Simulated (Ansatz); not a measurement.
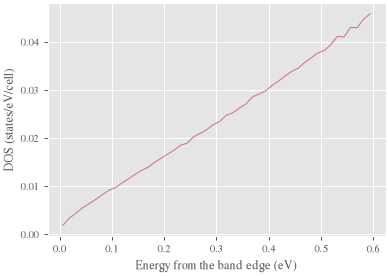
*Density of states of CuCl (F-43m) above the conduction band minimum, PBEsol, rigid bands run with Ansatz (a program for electronic structure); cell volume 37.0 Å³.*

### Question
What effective density of states at 300 K does this give (∫ g(E) exp(−E/k_BT) dE, both spins, divided by the cell's size)?

### Answer
2.6e18 cm⁻³, a density-of-states mass of 0.22 mₑ, valleys and band degeneracy included.

Spin-orbit coupling is left out. Geometry: cell and atoms relaxed with PBEsol.
